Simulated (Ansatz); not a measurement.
SiC (zinc blende)

Space group F-43m (No. 216); a = b = c = 4.356 Å, α = β = γ = 90.00°

```csv
atom,site,symmetry,x,y,z
C,4d,-43m,0.7500,0.7500,0.7500
Si,4a,-43m,0.0000,0.0000,0.0000
```
(The calculation used a cell of 2 atoms; values per cell refer to that cell.)

Equation-of-state scan: isotropic scaling of the cell above, V₀ being its volume. Symmetry pins the atoms to their sites.

The numbers are results of r2SCAN (plane waves to 500 eV, PAW, scalar-relativistic; Ansatz, a first-principles code), not measurements. k mesh 14×14×14 (Γ-centred), Fermi-Dirac smearing 0.05 eV. The energy includes the smearing's −TS. SiC was relaxed with its symmetry unable to fall. ΔE is measured from the relaxed starting cell.

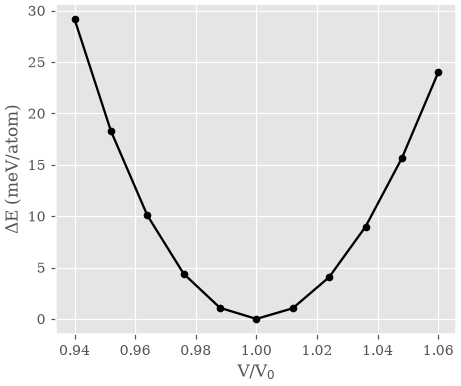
Figure: ΔE (meV/atom) against V/V₀; markers are the computed points, lines only join them.

Question: What is ΔE at V/V₀ = 0.940?

Answer: About 29 meV/atom.

Question: What is ΔE at V/V₀ = 1.060?

Answer: About 24 meV/atom.

Question: What bulk modulus B₀ follows from a third-order Birch-Murnaghan fit?

Answer: About 230 GPa.

(A scan under strain: stresses follow from slopes of the energy per volume, elastic moduli from its curvatures.)
